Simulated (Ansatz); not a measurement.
# ZnO (zincite, P6_3mc): zone-centre modes under pressure, part 3 of 3

Aim: how do the optical modes of ZnO (zincite, P6_3mc) move with volume?

Ansatz 0.2.0; DFT PBE, scalar-relativistic, plane waves, PAW; PAW set soft_1.

So far, mean high-frequency dielectric constant: step 4 (modes at rest) 5.23.

## Step 6: Zone-centre modes of the member: 1.06 times the volume at rest

The zone-centre modes follow for 1.06 times the volume at rest, with the response to a field.

input.yaml

```yaml
crystal:
  lattice:
    - [3.3437027079, 0.0, 0.0]
    - [-1.671851354, 2.8957314877, 0.0]
    - [0.0, 0.0, 5.3998654903]
  atoms:
    - { symbol: O, position: [0.6666666667, 0.3333333333, 0.379021422] }
    - { symbol: O, position: [0.3333333333, 0.6666666667, 0.879021422] }
    - { symbol: Zn, position: [0.3333333333, 0.6666666667, 0.499988578] }
    - { symbol: Zn, position: [0.6666666667, 0.3333333333, -1.1422e-05] }
kpoints:
  mp_grid: { grid: [15, 15, 10] }
hamiltonian:
  xc: pbe
  pseudopotentials: { kind: paw, azcp: { folder: soft_1 } }
scf:
  occupations: { method: fixed }
output:
  eigenvalues: true
phonons:
  method: dfpt
  dielectric: true
  rigid_motions: translations
```

Launch:

```
$ ansatz run input.yaml --threads 4 --pin off --max-ram 16384MiB --backend cpu --events-out ev --progress --plain --runs-dir out
```

Numbers of over 12 decimals in the logs are rounded to 6 here.

The program printed:

```text
[...]
Crystal: 4 atoms, lattice volume = 52.284 Å³
Basis set: ecut = 420 eV, 1039 PW (Γ), exchange–correlation on 48×48×80 points (8 copies of the dense FFT grid, shifted against one another)
Bands: 22, of which v1, the nominal top of the filled ones, is band 18 counted from 1 (17 counted from 0)
Symmetry: 12 space group operations
k-points: 608 of 2250 (irreducible under 2 space group operations, time reversal used)
[...]
SCF iter   1: F=—  HF=-7774.600487 eV  |F-HF|=—  |Δ(HF+E_count)|=         —  Δρ=1.07e-1  dr2=3.15e0  ethr=3.10e-3  ⟨swp⟩=4.3  Hψ=57446  notcnv=0  defer=1066
[...]
SCF iter  11: F=-7773.639680 eV  HF=-7773.639680 eV  |F-HF|=4.00e-11  |Δ(HF+E_count)|=   2.00e-9  Δρ=2.89e-7  dr2=3.87e-11  ethr=1.00e-12  ⟨swp⟩=7.2  Hψ=87840  notcnv=0
SCF 1 converged in 11 iterations: F = -7773.639680 eV  dr2 = 3.87e-11
[...]
Bands: 19, of which v1, the nominal top of the filled ones, is band 18 counted from 1 (17 counted from 0)
k-points: 660
[...]
Eigensolver: Dense (660 Hₖ)
SCF iter   1: F=—  HF=-7773.639230 eV  |F-HF|=—  |Δ(HF+E_count)|=         —  Δρ=3.95e-4  dr2=1.96e-5  ethr=1.00e-1
[...]
SCF iter   5: F=-7773.639231 eV  HF=-7773.639231 eV  |F-HF|=4.92e-8  |Δ(HF+E_count)|=   2.04e-7  Δρ=1.62e-5  dr2=6.93e-8  ethr=2.39e-10
SCF 1 converged in 5 iterations: F = -7773.639231 eV  dr2 = 6.93e-8
[...]
SCF converged after 11 iterations
Free energy (F): -7773.639680 eV
[...]
Internal energy: -7773.639680 eV  (E = F + TS)
E sigma→0 (E₀):  -7773.639680 eV
Fermi energy:    5.852070 eV
[...]
--- Band table (eV; the first three rows and the last of 608) ---
  k-point 0: bands = [... 14 lower, 5.1655, 5.7884, 5.8521, 5.8521, 6.5052, 10.7387, 13.7259, 18.3046]
  k-point 1: bands = [... 14 lower, 5.1827, 5.5111, 5.8357, 5.8357, 6.8111, 10.6576, 13.8002, 18.3066]
  k-point 2: bands = [... 14 lower, 5.2322, 5.2322, 5.7880, 5.7880, 7.3427, 10.4245, 14.0197, 18.0994]
  k-point 607: bands = [... 14 lower, 3.4562, 3.5307, 4.7852, 4.9151, 10.9768, 13.1501, 14.0130, 14.1421]
[...]
ASR residual: 1.228e-4 → 0.000e0 eV/Å²; symmetrization residual: 2.130e-6 eV/Å²
  ASR residual per site (eV/Å²): 1.23e-4 1.23e-4 1.08e-4 1.08e-4
[...]
ε∞ (high-frequency dielectric tensor):
        5.458542    -0.000000     0.000000
       -0.000000     5.458542    -0.000000
        0.000000    -0.000000     5.519439
  ε⁰ (static dielectric tensor: ions relaxed, cell fixed):
       11.962432    -0.000000     0.000000
       -0.000000    11.962432     0.000000
        0.000000     0.000000    13.330922
  ε⁰ − ε∞ (ionic part):
        6.503890     0.000000     0.000000
        0.000000     6.503890     0.000000
        0.000000     0.000000     7.811484
[...]
Born effective charges Z* (e; rows j = field, columns β = displacement):
    site 0:
        -2.15616    0.00000    0.00000
         0.00000   -2.15616    0.00000
        -0.00000    0.00000   -2.21292
    site 1:
        -2.15616    0.00000   -0.00000
         0.00000   -2.15616    0.00000
         0.00000    0.00000   -2.21292
    site 2:
         2.15616   -0.00000   -0.00000
        -0.00000    2.15616   -0.00000
        -0.00000   -0.00000    2.21292
    site 3:
         2.15616   -0.00000    0.00000
        -0.00000    2.15616   -0.00000
         0.00000   -0.00000    2.21292
  Z* charge neutrality: 1.471e-3 e pre-enforcement
[...]
optical modes at Γ without the LO–TO term, one row a degenerate level:
      ω (cm⁻¹)  modes    IR ((D/Å)²/amu)
         95.94      2             0.0000
        230.81      1             0.0000
        302.99      1            17.5791
        323.54      2            33.3778
        350.86      2             0.0000
        471.25      1             0.0000
  optical modes at Γ + LO–TO along q̂ = [1.0000, 0.0000, 0.0000]:
      ω (cm⁻¹)  modes    IR ((D/Å)²/amu)
         95.94      2             0.0000
        230.81      1             0.0000
        302.99      1            17.5791
        323.54      1            16.6889
        350.86      2             0.0000
        471.25      1             0.0000
        478.95      1            16.6889
  optical modes at Γ + LO–TO along q̂ = [0.0000, 1.0000, 0.0000]:
      ω (cm⁻¹)  modes    IR ((D/Å)²/amu)
         95.94      2             0.0000
        230.81      1             0.0000
        302.99      1            17.5791
        323.54      1            16.6889
        350.86      2             0.0000
        471.25      1             0.0000
        478.95      1            16.6889
  optical modes at Γ + LO–TO along q̂ = [0.0000, 0.0000, 1.0000]:
      ω (cm⁻¹)  modes    IR ((D/Å)²/amu)
         95.94      2             0.0000
        230.81      1             0.0000
        323.54      2            33.3778
        350.86      2             0.0000
        470.88      1            17.5791
        471.25      1             0.0000
```

Elapsed: 3.5 min, on 4 threads of Arm Neoverse V2, shared host; peak memory 3.1 GiB.

This step gave:

| Quantity | Value |
| --- | --- |
| sum-rule residual before enforcement | 1.23e-4 eV/Å² |
| miss of the charge sum rule | 0.001471 e |
| estimated error of the dielectric tensor | 0.01608 |
| estimated error of the Born charges | 0.01316 e |
| highest optical mode at the zone centre (no LO-TO term) | 471.2 cm⁻¹ |
| lowest optical zone-centre mode | 95.94 cm⁻¹ |
| mean high-frequency dielectric constant | 5.479 |
| largest Born charge (third of the trace) | -2.175 e |
| mean static dielectric constant | 12.42 |
| top of the zone-centre spectrum with the field | 478.9 cm⁻¹ |

Without the LO-TO term. Patterns of degenerate modes are one choice out of their space. Modes at Γ, with each element's share of the kinetic energy:

```csv
mode,frequency (cm⁻¹),symmetry,O %,Zn %
1,0.0,acoustic,20,80
2,0.0,acoustic,20,80
3,0.0,acoustic,20,80
4,95.9,E2,11,89
5,95.9,E2,11,89
6,230.8,B1,0,100
7,303.0,A1,80,20
8,323.5,E1,80,20
9,323.5,E1,80,20
10,350.9,E2,89,11
11,350.9,E2,89,11
12,471.2,B1,100,0
```

Transverse modes. Infrared lines, with heights relative to the strongest:

```csv
position (cm⁻¹),label,relative intensity
96,E2,0.0
231,B1,0.0
303,A1,53
324,E1,100
351,E2,0.0
471,B1,0.0
```

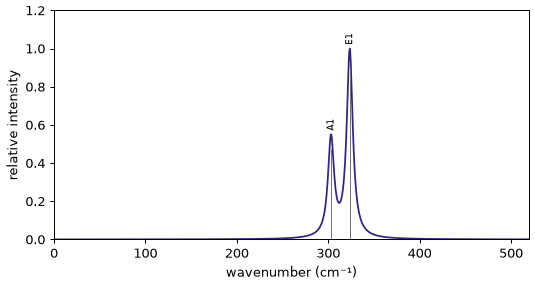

The infrared spectrum, broadened with Lorentzians of width 8 cm⁻¹; bars mark the lines.

Without the LO-TO term the lowest optical mode is real, 95.9 cm⁻¹, and the highest lies at 471.2 cm⁻¹.

The log warns of the k mesh: “the force constants stand on the 15×15×10 k-mesh, whose period is 11.28 times the interband length at k = (0.0000, 0.0000, 0.0000), direct gap 0.653 eV, under 14: take them and everything formed from them as unconverged”. So the frequencies of this run count as unconverged too.

## Step 7: A member of the series: 0.9 times the volume at rest

The cell is set to 0.9 times the volume at rest, and shape and atoms relax at that volume.

input.yaml

```yaml
crystal:
  lattice:
    - [3.1672835571, 0.0, 0.0]
    - [-1.5836417785, 2.7429480214, 0.0]
    - [0.0, 0.0, 5.1097659439]
  atoms:
    - { symbol: O, position: [0.6666666667, 0.3333333333, 0.3790555417] }
    - { symbol: O, position: [0.3333333333, 0.6666666667, 0.8790555417] }
    - { symbol: Zn, position: [0.3333333333, 0.6666666667, 0.4999544583] }
    - { symbol: Zn, position: [0.6666666667, 0.3333333333, -4.55417e-05] }
kpoints:
  mp_grid: { grid: [15, 15, 10] }
hamiltonian:
  xc: pbe
  pseudopotentials: { kind: paw, azcp: { folder: soft_1 } }
scf:
  occupations: { method: gaussian, width: 0.02 }
output:
  forces: true
  stress: true
  eigenvalues: true
relax:
  adjacent_minimum: "off"
  f_tol: 0.001
  max_steps: 60
  cell: { stress_tol: 0.01, fix: [volume] }
```

The program printed:

```text
[...]
Crystal: 4 atoms, lattice volume = 44.392 Å³
Basis set: ecut = 420 eV, 857 PW (Γ), exchange–correlation on 48×48×72 points (8 copies of the dense FFT grid, shifted against one another)
Bands: 22, of which v1, the nominal top of the filled ones, is band 18 counted from 1 (17 counted from 0)
Symmetry: 12 space group operations
[...]
k-points: 162 of 2250 (time reversal used)
[...]
--- Relaxed structure (3 steps of the walk, 3 accepted, 1 SCFs on fresh bases) ---
[...]
cell:  # Å, volume = 44.3921 Å³
    - [3.167370, -2.8868263728302274e-11, 0]
    - [-1.583685, 2.743023, 0]
    - [0, 0, 5.109488]
  atoms:
    - { symbol: O, position: [0.666667, 0.333333, 0.379055] }
    - { symbol: O, position: [0.333333, 0.666667, 0.879055] }
    - { symbol: Zn, position: [0.333333, 0.666667, 0.499955] }
    - { symbol: Zn, position: [0.666667, 0.333333, -4.456977928978058e-5] }
[key lines of the parts left out:]
SCF converged after 9 iterations
Free energy (F): -7773.463632 eV
Fermi energy:    8.721873 eV
P = ⅓ Tr σ = 17.1923 GPa (171.923 kbar)
```

Elapsed: 15 s, on 4 threads; peak memory 0.46 GiB.

Little changed from the start: no atom moved by 0.005 Å and no cell edge by 0.1 %.

This step gave:

```yaml
pressure: 17.19 GPa
gap_on_the_k_mesh: 0.8892 eV
volume_per_atom: 11.10 Å³
```

The largest force component left is 0.22 meV/Å, at a pressure of 17.19 GPa.

## Step 8: Zone-centre modes of the member: 0.9 times the volume at rest

The zone-centre modes follow for 0.9 times the volume at rest, with the response to a field.

input.yaml

```yaml
crystal:
  lattice:
    - [3.1673696605, 0.0, 0.0]
    - [-1.5836848302, 2.7430225892, 0.0]
    - [0.0, 0.0, 5.1094881345]
  atoms:
    - { symbol: O, position: [0.6666666667, 0.3333333333, 0.3790545698] }
    - { symbol: O, position: [0.3333333333, 0.6666666667, 0.8790545698] }
    - { symbol: Zn, position: [0.3333333333, 0.6666666667, 0.4999554302] }
    - { symbol: Zn, position: [0.6666666667, 0.3333333333, -4.45698e-05] }
kpoints:
  mp_grid: { grid: [15, 15, 10] }
hamiltonian:
  xc: pbe
  pseudopotentials: { kind: paw, azcp: { folder: soft_1 } }
scf:
  occupations: { method: fixed }
output:
  eigenvalues: true
phonons:
  method: dfpt
  dielectric: true
  rigid_motions: translations
```

The program printed:

```text
[...]
Crystal: 4 atoms, lattice volume = 44.392 Å³
Basis set: ecut = 420 eV, 857 PW (Γ), exchange–correlation on 48×48×72 points (8 copies of the dense FFT grid, shifted against one another)
Bands: 22, of which v1, the nominal top of the filled ones, is band 18 counted from 1 (17 counted from 0)
Symmetry: 12 space group operations
k-points: 608 of 2250 (irreducible under 2 space group operations, time reversal used)
[...]
optical modes at Γ + LO–TO along q̂ = [1.0000, 0.0000, 0.0000]:
      ω (cm⁻¹)  modes    IR ((D/Å)²/amu)
[...]
optical modes at Γ + LO–TO along q̂ = [0.0000, 1.0000, 0.0000]:
      ω (cm⁻¹)  modes    IR ((D/Å)²/amu)
[...]
optical modes at Γ + LO–TO along q̂ = [0.0000, 0.0000, 1.0000]:
      ω (cm⁻¹)  modes    IR ((D/Å)²/amu)
[...]
446.71      2            30.8156
        482.68      2             0.0000
        583.14      1            16.2212
        586.13      1             0.0000
[key lines of the parts left out:]
SCF converged after 11 iterations
Free energy (F): -7773.463632 eV
Fermi energy:    8.277117 eV
```

Wall time 3.2 min (4 threads); peak memory 2.8 GiB; 12 min of CPU time.

This step gave:

* sum-rule residual before enforcement: 2.24e-4 eV/Å²
* miss of the charge sum rule: 0.001756 e
* estimated error of the dielectric tensor: 0.01658
* estimated error of the Born charges: 0.01474 e
* highest optical mode at the zone centre (no LO-TO term): 586.1 cm⁻¹
* lowest optical zone-centre mode: 70.11 cm⁻¹
* mean high-frequency dielectric constant: 4.889
* largest Born charge (third of the trace): -2.090 e
* mean static dielectric constant: 8.790
* top of the zone-centre spectrum with the field: 592.9 cm⁻¹

Without the LO-TO term. Patterns of degenerate modes are one choice out of their space. Modes at Γ, with each element's share of the kinetic energy:

```csv
mode,frequency (cm⁻¹),symmetry,O %,Zn %
1,0.0,acoustic,20,80
2,0.0,acoustic,20,80
3,0.0,acoustic,20,80
4,70.1,E2,16,84
5,70.1,E2,16,84
6,266.9,B1,4,96
7,426.5,A1,80,20
8,446.7,E1,80,20
9,446.7,E1,80,20
10,482.7,E2,84,16
11,482.7,E2,84,16
12,586.1,B1,96,4
```

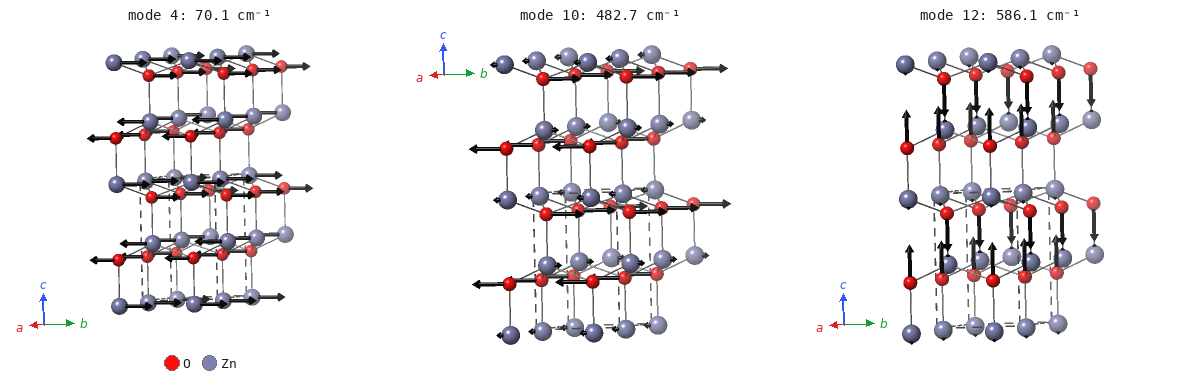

Displacement patterns of modes 4, 10 and 12 at Γ; arrows are exaggerated. 3×2×2 cells are drawn. Some periodic images of atoms are drawn too.

Transverse modes. Infrared lines, with heights relative to the strongest:

```csv
position (cm⁻¹),label,relative intensity
70,E2,0.0
267,B1,0.0
426,A1,53
447,E1,100
483,E2,0.0
586,B1,0.0
```

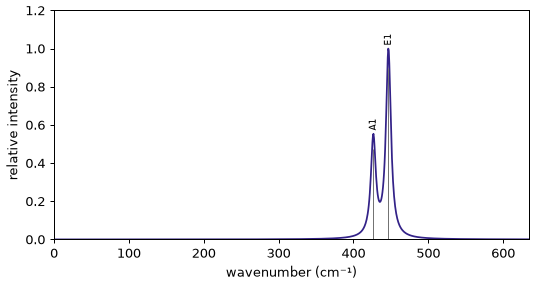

The infrared spectrum, broadened with Lorentzians of width 8 cm⁻¹; bars mark the lines.

Without the LO-TO term the lowest optical mode is real, 70.1 cm⁻¹, and the highest lies at 586.1 cm⁻¹.

The log warns of the k mesh: “the force constants stand on the 15×15×10 k-mesh, whose period is 13.45 times the interband length at k = (0.0000, 0.0000, 0.0000), direct gap 0.889 eV, under 14: take them and everything formed from them as unconverged”. So the frequencies of this run count as unconverged too.

## Step 9: The series together

The members are set side by side, also those not shown above.

Each row is one cell with its response, relaxed at fixed volume as far as symmetry leaves anything free; energies are extrapolated to zero smearing, and E0 is that at rest; the axis is the Cartesian z axis of the cell; shape and atoms are relaxed in each cell where symmetry leaves them free. State of the crystal along the series:

```csv
volume ratio,V (Å³/atom),pressure (GPa),E - E0 (meV/atom),first cell vector (Å),third cell vector (Å),gap on mesh (eV),ε∞ along the axis,"ε∞ across the axis, mean",ε0 along the axis,"ε0 across the axis, mean","largest Born charge in size, a third of the trace (e)","top mode with the field, highest of q along x, y and z (cm⁻¹)"
0.9,11.1,17.19,60.13,3.167,5.109,0.8892,4.927,4.87,9.212,8.579,2.09,592.9
0.92,11.35,12.96,36.99,3.191,5.147,0.8591,4.987,4.929,9.597,8.906,2.102,576.8
0.94,11.59,9.168,20.02,3.213,5.185,0.8292,5.05,4.992,10.01,9.256,2.113,561.4
0.96,11.84,5.774,8.567,3.236,5.222,0.7993,5.117,5.059,10.46,9.628,2.124,546.4
0.98,12.09,2.731,2.069,3.258,5.258,0.7699,5.187,5.13,10.94,10.03,2.134,532
0.99,12.21,1.33,0.5169,3.269,5.276,0.7553,5.224,5.166,11.19,10.24,2.14,525
1,12.33,0.002292,0,3.28,5.294,0.7407,5.266,5.207,11.47,10.46,2.145,518.1
1.02,12.58,-2.447,1.922,3.301,5.33,0.7113,5.341,5.283,12.03,10.92,2.155,504.6
1.04,12.82,-4.646,7.414,3.323,5.365,0.682,5.425,5.367,12.65,11.42,2.165,491.7
1.06,13.07,-6.618,16.12,3.344,5.4,0.6531,5.519,5.458,13.33,11.96,2.175,478.9
```

Without the LO-TO term; each mode is tracked from rest by its pattern, and modes that stay within 0.3 cm⁻¹ of each other stand once; shape and atoms are relaxed in each cell where symmetry leaves them free. Optical modes along the series:

```csv
V (Å³/atom),mode 4 E2 (cm⁻¹),mode 6 B1 (cm⁻¹),mode 7 A1 (cm⁻¹),mode 8 E1 (cm⁻¹),mode 10 E2 (cm⁻¹),mode 12 B1 (cm⁻¹)
11.1,70.11,266.9,426.5,446.7,482.7,586.1
11.35,76.05,262.6,408.9,429.1,463.8,569
11.59,80.85,258.2,392,412.3,445.6,552.7
11.84,84.79,253.8,375.8,396.1,428.2,537.3
12.09,88.06,249.3,360.1,380.5,411.6,522.7
12.21,89.45,247.1,352.8,372.9,403.4,515.8
12.33,90.74,244.8,345.2,365.5,395.5,508.9
12.58,92.92,240.2,330.7,351,380.1,495.7
12.82,94.63,235.6,316.6,337.1,365.2,483.2
13.07,95.94,230.8,303,323.5,350.9,471.2
```

From cubic fits (parabolas where under five rows exist) of ln ω and P against ln V through the rows within about 4 % of rest: γ = −d ln ω / d ln V and dω/dP = γ ω / B. Slopes at rest:

```csv
mode,fitted frequency at rest (cm⁻¹),Grüneisen parameter γ,dω/dP (cm⁻¹/GPa)
mode 4 E2,90.7,-1.34,-0.94
mode 6 B1,244.8,0.93,1.76
mode 7 A1,345.2,2.13,5.7
mode 8 E1,365.5,2.01,5.7
mode 10 E2,395.5,1.99,6.08
mode 12 B1,508.9,1.33,5.22
```

## Step 10: Summary of results

```json
{
 "members": "10",
 "highest optical mode at the zone centre (no LO-TO term), at rest": "508.9 cm⁻¹",
 "bulk modulus at rest": "129 GPa",
 "mode 7 A1, γ": "2.13",
 "mode 8 E1, γ": "2.01",
 "mode 10 E2, γ": "1.99",
 "mode 12 B1, γ": "1.33"
}
```

In words: The series spans -6.6 to 17.2 GPa, and the slope at rest gives a bulk modulus of 129 GPa. Among the modes in the table of slopes γ runs from -1.34 (mode 4 E2) to 2.13 (mode 7 A1). A negative γ means that the mode softens under pressure. ε∞ along z is 5.27 at rest, with d ln ε∞ / d ln V = 0.73. One k mesh and one cutoff serve the ground states and modes of all volumes; the field response picks its own mesh. With the field response the log warns that the k mesh is coarse for the force constants too, so the frequencies are to be taken as unconverged. These are harmonic frequencies at zero temperature: anharmonic shifts, linewidths and thermal expansion are left out. Only the zone centre was solved, so an instability at another wavevector cannot show here.

[Logs are printed without paths, hosts, clocks, repeated set-up lines and the standing remarks that a program may print on its own settings, such as how far it seeks lower states.]

[Hosts, paths, dates, database ids (printed as entryN), source tags and the programs' standing remarks are cut or masked in the printed files.]
